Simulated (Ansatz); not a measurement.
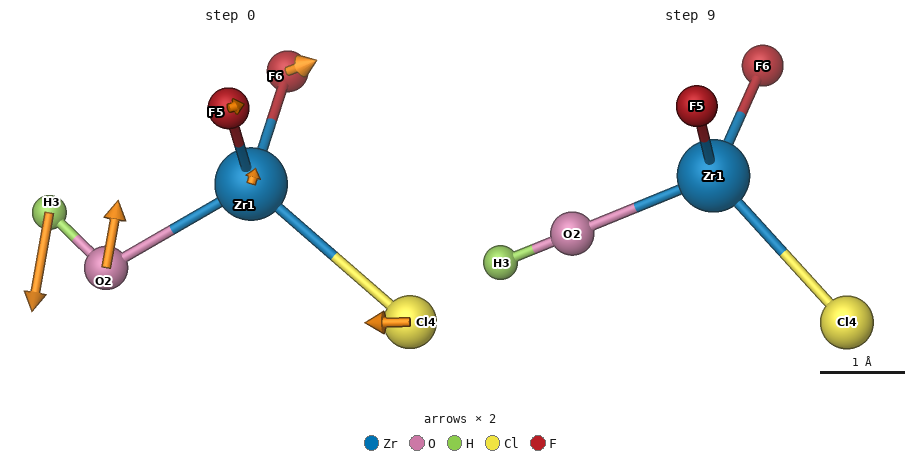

The structure of ZrHOClF2 before (left) and after (right) a relaxation, at one scale. The orange arrows give the displacements, magnified 2 times.

Style: ball-and-stick. Shown at a tilt.

The run prepares the start of a later molecular dynamics calculation, from a guessed geometry.

Level of theory: RKS PBE/def2-SVP in Ansatz 0.2.0.

Input file:
```yaml
crystal:
  periodic: [false, false, false]
  atoms:
    - { symbol: Zr, position_ang: [0.0, 0.0, 0.0] }
    - { symbol: O, position_ang: [0.0, 0.0, 2.07] }
    - { symbol: H, position_ang: [-0.9095, -0.2814, 2.4071] }
    - { symbol: Cl, position_ang: [2.3764, 0.0, -0.8392] }
    - { symbol: F, position_ang: [-0.9326, 1.6157, -0.6593] }
    - { symbol: F, position_ang: [-0.9326, -1.6157, -0.6593] }
basis:
  gaussian: { orbitals: def2-SVP }
hamiltonian:
  xc: pbe
relax:
  f_tol: 0.02
  max_steps: 40
```

Launched with:
```bash
ansatz run input.yaml --threads 2 --pin off --max-ram 3072MiB --backend cpu --events-out ev --progress --plain --runs-dir out
```

What changed between the two?

Answer. After 9 geometry steps the energy has fallen by 15.4 kcal/mol. The largest force component goes from 2.2 to 0.0075 eV/Å. H3 moves most after the best rigid fit: 0.61 Å. Largest moves by element: H 0.61 Å, O 0.42 Å, Cl 0.28 Å, F 0.23 Å, Zr 0.10 Å. Some distances before and after: Zr1–O2 2.070 → 1.906 Å, Zr1–Cl4 2.520 → 2.371 Å, Zr1–F5 1.979 → 1.912 Å, O2–H3 1.010 → 0.967 Å. Bond angles that change, for instance: Zr1–O2–H3 109.5° → 179.7°. Cost: 23 s on 2 threads of Arm Neoverse V2, with other jobs on the host, peak memory 0.15 GiB.
